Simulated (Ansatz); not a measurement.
## Hypothetical I4_132 B: pressure series

Consider B (space group I4_132, No. 214; a hypothetical phase, not in the database extracts checked).

```xyz
4
Lattice="-2.3165 2.3165 2.3165 2.3165 -2.3165 2.3165 2.3165 2.3165 -2.3165" Properties=species:S:1:pos:R:3 pbc="T T T"
B      1.7374     0.5791    -0.5791
B      0.5791    -0.5791     1.7374
B     -0.5791     1.7374     0.5791
B      0.5791     0.5791     0.5791
```

Cell and atoms are relaxed at each pressure.

The values are results of PBEsol (Ansatz, a program for electronic structure, PAW, without spin-orbit coupling), not measurements.

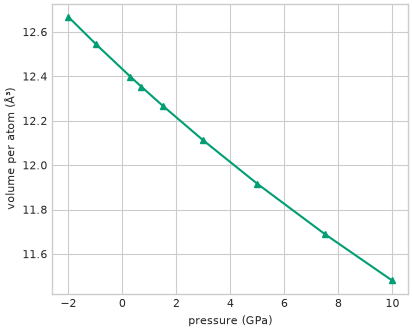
Fig. 1. Volume against pressure

Q: Estimate the zero-pressure bulk modulus from the plot.

A: About 110 GPa; a third-order Birch–Murnaghan fit to the points gives V₀ = 12.43 Å³/atom, B₀ = 110 GPa and B₀′ = 3.4.

Load acts through the strain it causes; cell and atoms are relaxed under it. Stability against distortions was not tested. Competing high-pressure phases were not computed.
